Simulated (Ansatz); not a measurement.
## A failed many-body run on Bi2Te2Se (R-3m)

A first try at the G0W0 gap of Bi2Te2Se (R-3m), what the program said, and an input that works.

Calculated with Ansatz 0.2.0; G0W0 on r2SCAN, plane waves, PAW.

## 1. The structure

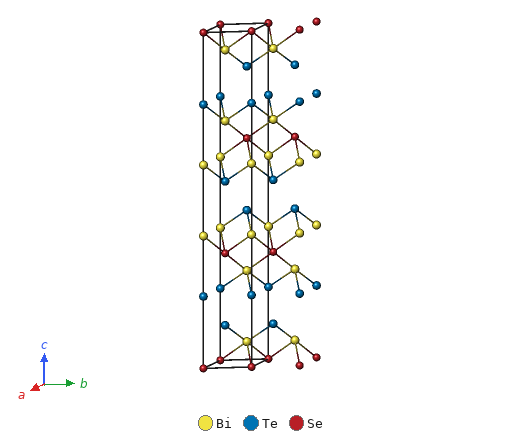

The starting structure, seen slightly off an axis (bismuth yellow, tellurium blue, selenium red). 1×2×1 cells are drawn. This picture shows the conventional cell, with its axes. Bonds to atoms that aren't drawn are left out. Some periodic images of atoms are drawn too.

Geometry: measured lattice cell, ions relaxed with r2SCAN; the structure entry is the Materials Project's. The runs that relaxed it are not among those shown. Spin-orbit coupling is left out unless a step names it. The default PAW set here is soft_2. Its files were made with PBE.

## 2. First try

input.yaml

```yaml
crystal:
  lattice:
    - [2.1467, 1.239398, 9.998467]
    - [-2.1467, 1.239398, 9.998467]
    - [0.0, -2.478796, 9.998467]
  atoms:
    - { symbol: Bi, position: [0.6057406909, 0.6057406909, 0.6057406909] }
    - { symbol: Bi, position: [0.3942593091, 0.3942593091, 0.3942593091] }
    - { symbol: Te, position: [0.214151186, 0.214151186, 0.214151186] }
    - { symbol: Te, position: [0.785848814, 0.785848814, 0.785848814] }
    - { symbol: Se, position: [0.0, 0.0, 0.0] }
kpoints:
  mp_grid: { grid: [4, 4, 4] }
hamiltonian:
  xc: r2scan
scf:
  occupations: { method: fixed }
gw:
  n_empty_bands: 4
  ecut_chi: 40
  qp_bands: [v2, c2]
  qp_kpoints: band_edges
  screening: { model: contour_deformation }
```

The run is started by

```bash
ansatz run input.yaml --threads 3 --pin off --max-ram 92160MiB --backend cuda --events-out ev --progress --plain --runs-dir out --devices 1 --max-vram 13GiB
```

Numbers of over 12 decimals in the logs are rounded to 6 here.

Output:

```text
GPUs: using 1 of 1 available (devices: 1).
Engine: ansatz 0.2.0, x86_64-unknown-linux-gnu
Pseudopotentials: kind: paw
Pseudopotential: Bi, paw, valence charge 15, recommended cutoff 500 eV (meta_gga), Bi.paw.azcp
Pseudopotential: Te, paw, valence charge 16, recommended cutoff 500 eV (meta_gga), Te.paw.azcp
Pseudopotential: Se, paw, valence charge 16, recommended cutoff 500 eV (meta_gga), Se.paw.azcp
Functional definition: r2SCAN
  parameter k0 = 0.174
  parameter k1 = 0.065
  parameter a1 = 4.9479
  exchange = r2scan_x(k0 = k0, k1 = k1, a1 = a1)
  correlation = r2scan_c
device memory: the entry about to start is reckoned to put 4.5 GiB on a device that reports 37.5 GiB free (of which the cap on the GPU budget leaves the run 13.0 GiB)
GPU FFT provider: cuFFT
GPU libraries: cuBLAS 13.8.2, cuFFT 12.4.0, cuSOLVER 12.3.4
Crystal: 5 atoms, lattice volume = 159.612 Å³
Basis set: ecut = 500 eV, 4069 PW (Γ), exchange–correlation on 320×320×320 points (64 copies of the dense FFT grid, shifted against one another)
Bands: 47, of which v1, the nominal top of the filled ones, is band 39 counted from 1 (38 counted from 0)
Symmetry: 12 space group operations
Space group: R-3m (ITA 166), of the structure as read, at distance tolerance 5.4e-5 Å
k-points: 13 of 64
Non-local potential: Bi, projectors of the file, l = 0: 2, l = 1: 2, l = 2: 2, l = 3: 2
Non-local potential: Te, projectors of the file, l = 0: 2, l = 1: 2, l = 2: 2, l = 3: 2
Non-local potential: Se, projectors of the file, l = 0: 2, l = 1: 2, l = 2: 3, l = 3: 1
PAW form: soft (Blöchl's): semilocal exchange-correlation on the pseudo side does not see the compensation charge
PAW frozen core: Bi, regenerated for the run's functional (the file was generated under x = pbe(κ = 0.804, μ = 0.219515), c = pbe(β = 0.066725))
PAW frozen core: Te, regenerated for the run's functional (the file was generated under x = pbe(κ = 0.804, μ = 0.219515), c = pbe(β = 0.066725))
PAW frozen core: Se, regenerated for the run's functional (the file was generated under x = pbe(κ = 0.804, μ = 0.219515), c = pbe(β = 0.066725))
PAW one-centre angular grid: Bi, 590 points (default); XC on 160 Gauss nodes
PAW one-centre angular grid: Te, 590 points (default); XC on 160 Gauss nodes
PAW one-centre angular grid: Se, 590 points (default); XC on 160 Gauss nodes
Initial density: superposition of atomic densities (neutral atoms: chi_scale 0, normalization atom), corrected by the library's trained network
Initial wavefunctions: pseudopotential atomic-orbital guess
GPU buffer pool allocated for 512000 grid points (all kernels)
GPU transforms: local potential: pruned to the plane-wave sphere, on 75×75×75; band sums: pruned to the plane-wave sphere, on 80×80×80
Functional: x = r2scan, c = r2scan; τ floored in thin density (d = 2e-4 eV/Å³)
SCF iter   1: F=—  HF=-44291.516438 eV  |F-HF|=—  |Δ(HF+E_count)|=         —  Δρ=3.78e-3  dr2=3.42e-2  dr2_τ=8.09e-3  ethr=1.77e-3  ⟨swp⟩=4.9  Hψ=2124  notcnv=0  defer=66
preconditioner: auto → Resta (q_TF=auto, 2.421 Å⁻¹)  ε∞=3.8  [insulator: Δε(μ)=0.334 eV  Ē_g=9.286 eV  n_scr=42 (ndim 8)  ℏωp=15.6 eV  f_vac=0.019  ε∞_Penn≈3.8]
SCF iter   2: F=—  HF=-44291.531133 eV  |F-HF|=—  |Δ(HF+E_count)|=   1.47e-2  Δρ=2.03e-3  dr2=9.05e-3  dr2_τ=2.54e-4  ethr=4.38e-5  ⟨swp⟩=2.8  Hψ=1270  notcnv=0  defer=75
SCF iter   3: F=—  HF=-44291.531585 eV  |F-HF|=—  |Δ(HF+E_count)|=   4.53e-4  Δρ=9.02e-4  dr2=2.30e-3  dr2_τ=5.67e-5  ethr=1.16e-5  ⟨swp⟩=3.0  Hψ=737  notcnv=0  defer=75
SCF iter   4: F=—  HF=-44291.531822 eV  |F-HF|=—  |Δ(HF+E_count)|=   2.37e-4  Δρ=3.08e-4  dr2=2.03e-4  dr2_τ=4.01e-6  ethr=2.94e-6  ⟨swp⟩=2.5  Hψ=830  notcnv=0  defer=75
SCF iter   5: F=—  HF=-44291.531871 eV  |F-HF|=—  |Δ(HF+E_count)|=   4.87e-5  Δρ=1.03e-4  dr2=2.03e-5  dr2_τ=3.32e-7  ethr=2.61e-7  ⟨swp⟩=2.0  Hψ=1095  notcnv=0  defer=60
[...]
NSCF: frozen V_eff on 1 k-points
device memory: the entry about to start is reckoned to put 0.9 GiB on a device that reports 37.3 GiB free (of which the cap on the GPU budget leaves the run 13.0 GiB)
NSCF: frozen V_eff on 1 k-points
SCF converged after 7 iterations
Free energy (F): -44291.531877 eV
Harris-Foulkes:  -44291.531877 eV  (|F-HF|=4.42e-8)
Internal energy: -44291.531877 eV  (E = F + TS)
E sigma→0 (E₀):  -44291.531877 eV
Fermi energy:    9.175164 eV
--- Per-component energies (eV) ---
  E_band       = -1162.219314
  E_kinetic    = 1080.515979
  E_local      = -8293.895184  (includes V_loc(G=0)·N_el)
  E_nonlocal   = -90.304399
  E_hartree    = 3955.680175
  E_xc         = -611.981859
  E_vxc        = -643.682961  (∫ρ·V_xc dr)
  E_paw        = -32674.178675  (= ΣΔE_a)
  E_vpaw       = -1166.447108  (= ΣTr[D̂ρ^β])
  E_aug_tail   = -0.000829  (compensation charges beyond the density's cutoff)
  E_vtau       = 40.238898  (kinetic-family band-sum trace: ∫τ·v_τ [+ j·A + Jᵃ·Aᵃ] dr)
  E_ewald      = -7657.923121
  E_core_change = 0.556035  (= ΣΔE_core)
  E_smearing   = -0.000000  (= −TS)
  E_closure    = 0.000000  (closes the sum)
  Σ components = -44291.531877   (vs F -44291.531877, Δ=0.00e0)
--- Band table (eV; the first three rows and the last of 13) ---
  k-point 0: bands = [... 35 lower, 7.5587, 8.1037, 8.1037, 9.1752, 9.5345, 10.1946, 10.1946, 11.3530, ... 4 higher]
  k-point 1: bands = [... 35 lower, 7.1790, 7.9182, 8.0435, 8.4971, 10.3195, 11.0823, 11.2785, 11.9115, ... 4 higher]
  k-point 2: bands = [... 35 lower, 6.2986, 6.8195, 7.9340, 8.5128, 10.0972, 10.7795, 12.2457, 12.3654, ... 4 higher]
  k-point 12: bands = [... 35 lower, 7.7672, 7.8321, 7.8321, 8.5623, 10.0849, 10.5476, 10.5476, 11.2174, ... 4 higher]
--- G₀W₀: contour deformation, 7 samples at zero and on the imaginary axis and 1 off it, 64 q-points, 4 empty bands' worth ---
  eigenvalues of the whole cell's RPA ε∞ on this k-mesh (on a slab, of 1 + 4πα/V) = 24.5607, 24.5607, 30.1071; static W/v taken at q = 0 is 0.043947
  gw.qp_kpoints: band_edges: 6 of 13 stored k-points solved, in 1 pass; an edge of the gap read off the rows below is read off those points alone
    valence top: of the k-points left out ik 12 came nearest to being solved in a further pass, in band 39 (counted from 1, as in the quasiparticle table): it holds the edge there only if its correction is more favourable than any solved in that band by at least 0.613 eV; those differ by 0.232 eV
    conduction bottom: of the k-points left out ik 12 came nearest to being solved in a further pass, in band 40 (counted from 1, as in the quasiparticle table): it holds the edge there only if its correction is more favourable than any solved in that band by at least 0.540 eV; those differ by 0.185 eV
    ik  band        ε_KS         Σx   Σc(E_QP)       V_xc       Z   E_QP_lin       E_QP  E_QP is
     0    38      8.1037   -15.8660     2.4271   -14.4376  0.7625     9.0815     9.1024  root
     0    39      9.1752   -15.0911     1.5731   -14.7701  0.7878    10.4201    10.4273  root
     0    40      9.5345    -9.8492    -1.3088   -12.6620  0.8091    11.0976    11.0384  root
     0    41     10.1946    -9.9448    -1.3871   -13.0641  0.8077    11.9998    11.9268  root
     2    38      7.9340   -16.1119     2.4680   -14.5578  0.7569     8.8300     8.8479  root
     2    39      8.5128   -15.4461     1.9895   -14.5662  0.7755     9.6051     9.6225  root
     2    40     10.0972    -9.5576    -1.5330   -12.6225  0.8088    11.6930    11.6290  root
     2    41     10.7795    -9.8374    -1.5595   -13.0811  0.8036    12.5535    12.4636  root
     4    38      8.0236   -15.4752     2.1576   -14.3258  0.7598     9.0094     9.0319  root
     4    39      8.1687   -15.7442     2.2750   -14.4924  0.7602     9.1687     9.1919  root
     4    40     10.9096    -9.9419    -1.5759   -13.1958  0.8015    12.6786    12.5877  root
     4    41     11.1794   -10.2522    -1.6882   -13.6839  0.7920    13.0010    12.9230  root
     6    38      7.4233   -15.9677     2.6884   -14.0955  0.7223     8.2134     8.2396  root
     6    39      8.0642   -15.6743     2.2194   -14.4754  0.7675     9.0664     9.0847  root
[...]
7    41     10.3477   -10.0292    -1.3946   -13.2102  0.8046    12.2056    12.1341  root
     8    38      8.0803   -16.1064     2.4459   -14.6275  0.7612     9.0281     9.0473  root
     8    39      8.8232   -15.6976     1.9720   -14.9304  0.7832    10.0110    10.0281  root
     8    40     10.0662    -9.8335    -1.4445   -12.9022  0.8115    11.7598    11.6905  root
     8    41     10.7671   -10.0765    -1.5541   -13.3679  0.8011    12.5925    12.5044  root
```

Elapsed: 27 s, on 1 × NVIDIA H100 80GB HBM3 (shared by 6 runs) with 3 threads of AMD EPYC 7R13 (Zen 3), shared host; peak memory 2.5 GiB.

Reading the cycles: dr2 is the Hartree energy of the density residual (eV), the measure of convergence; HF is the Harris–Foulkes estimate of the energy, which meets the free energy F at convergence.

**What went wrong?**

The run ended normally, though the input holds a fault or crude settings.

The fault: four empty bands in G0W0. The sums over empty states are cut off almost at the gap, so screening and correlation are far from complete.

It printed a gap of 0.61 eV, which is an artefact of the settings.

## 3. A better input

G0W0 replaces the xc potential by the self-energy, built once from these orbitals. Only a window of levels is corrected, while the sums run over the empty bands that the input names.

Edit input.yaml of step 2 so:

```diff
@@ -18,4 +18,4 @@
 gw:
-  n_empty_bands: 4
-  ecut_chi: 40
+  n_empty_bands: 441
+  ecut_chi: 114
   qp_bands: [v2, c2]
```

Output:

```text
GPUs: using 1 of 1 available (devices: 1).
[...]
GPU FFT provider: cuFFT
GPU libraries: cuBLAS 13.8.2, cuFFT 12.4.0, cuSOLVER 12.3.4
Crystal: 5 atoms, lattice volume = 159.612 Å³
Basis set: ecut = 500 eV, 4069 PW (Γ), exchange–correlation on 320×320×320 points (64 copies of the dense FFT grid, shifted against one another)
Bands: 47, of which v1, the nominal top of the filled ones, is band 39 counted from 1 (38 counted from 0)
[... 1 set-up line as in the run before ...]
[...]
k-points: 13 of 64
[...]
GPU buffer pool allocated for 512000 grid points (all kernels)
[...]
SCF iter   1: F=—  HF=-44291.516438 eV  |F-HF|=—  |Δ(HF+E_count)|=         —  Δρ=3.78e-3  dr2=3.42e-2  dr2_τ=8.09e-3  ethr=1.77e-3  ⟨swp⟩=4.9  Hψ=2124  notcnv=0  defer=66
[...]
0    38      8.1037   -15.8660     1.2108   -14.4376  0.7533     7.8855     7.8861  root
     0    39      9.1752   -15.0911     0.1352   -14.7701  0.7700     8.9895     8.9894  root
     0    40      9.5345    -9.8492    -2.9147   -12.6620  0.7874     9.4326     9.4326  root
     0    41     10.1946    -9.9448    -3.0989   -13.0641  0.7752    10.2150    10.2150  root
     2    38      7.9340   -16.1119     1.3598   -14.5578  0.7498     7.7393     7.7397  root
     2    39      8.5128   -15.4461     0.6839   -14.5662  0.7639     8.3168     8.3169  root
     2    40     10.0972    -9.5576    -3.1319   -12.6225  0.7849    10.0302    10.0302  root
     2    41     10.7795    -9.8374    -3.2262   -13.0811  0.7735    10.7971    10.7970  root
[...]
8    38      8.0803   -16.1064     1.2899   -14.6275  0.7519     7.8909     7.8913  root
     8    39      8.8232   -15.6976     0.5930   -14.9304  0.7659     8.6490     8.6491  root
     8    40     10.0662    -9.8335    -3.1248   -12.9022  0.7832    10.0102    10.0101  root
     8    41     10.7671   -10.0765    -3.2589   -13.3679  0.7709    10.7996    10.7996  root
[key lines of the parts left out:]
SCF converged after 7 iterations
Free energy (F): -44291.531877 eV
Fermi energy:    9.175164 eV
```

Run time: 2.1 min. Hardware: 1 × NVIDIA H100 80GB HBM3 (shared by 6 runs) with 3 threads; peak memory 3.4 GiB; 3.5 min of CPU time.

This step gave:

```yaml
bands_summed: 480
rpa_eps_infinity_on_this_mesh_eigenvalues: 24.79, 24.79, 32.37
plane_waves_in_the_screening_matrix: 449
q_points_in_the_mesh: 64
g0w0_gap_on_the_mesh: 0.4432 eV
k_of_the_valence_top: 0, 0, 0
k_of_the_conduction_bottom: 0, 0, 0
starting_gap_on_the_mesh: 0.3593 eV
z_at_the_valence_top: 0.7700
z_at_the_conduction_bottom: 0.7874
least_direct_g0w0_gap_on_the_computed_points: 0.4432 eV
```

The gap on the mesh goes from 0.36 eV to 0.44 eV, a correction of +0.08 eV. Between the two edge states, bare exchange in place of the xc potential would open the gap by 3.13 eV, and correlation takes back 3.05 eV.

## 4. Outcome

```yaml
first_try: converged after 27 s
better_run: G0W0 gap on the mesh 0.44 eV (4×4×4 mesh, 441 empty bands, screening to 114 eV)
```

The second run differs in: empty bands and screening cutoff (eV). Bands and cutoff are finite, so the gap is not at the basis limit. The miss can reach some tenths of an eV and take either sign; the mesh is an error of its own. With atoms this heavy and so narrow a gap, spin-orbit coupling can invert the bands. These scalar-relativistic gaps are then model values, not to be set against experiment, and a spin-orbit change taken from DFT can't simply be added. The RPA ε∞ on this mesh reaches over 25; with a narrow direct gap a coarse mesh can overstate it, and the correction is then too small.

[Paths, hosts, dates, memory and timing lines, banners, echoed tables and standing remarks are left out of the program output.]

[Logs are printed without paths, hosts, clocks, repeated set-up lines and the standing remarks that a program may print on its own settings, such as how far it seeks lower states.]

[Runs of the session that timed out or met a known fault of the program may be left out.]

[Cells called generated may have been cut or substituted from an entry of the Crystallography Open Database or the Materials Project.]

[Hosts, paths, dates, database ids (printed as entryN), source tags and the programs' standing remarks are cut or masked in the printed files.]
